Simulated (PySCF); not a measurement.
SMILES CCF (C2H5F) at its PBE0/def2-SVP optimised geometry (Å):

```
8

C      0.7970    -0.1290     0.0000
C     -0.7094    -0.1290     0.0000
F     -1.1864     1.1594     0.0000
H      1.1834    -1.1594     0.0029
H      1.1864     0.3832    -0.8924
H      1.1858     0.3880     0.8898
H     -1.1074    -0.6449    -0.8918
H     -1.1074    -0.6444     0.8920
```

Level of theory: PBE0/def2-TZVP (PySCF).

Map of the electrostatic potential (hartree/e), clipped to [-0.08, 0.12] on the plane z = 0.6 Å:

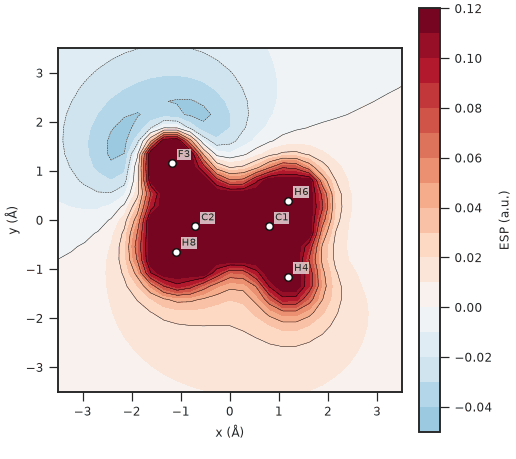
Figure: Electrostatic potential (hartree/e), clipped to [-0.08, 0.12] on the plane z = 0.6 Å.
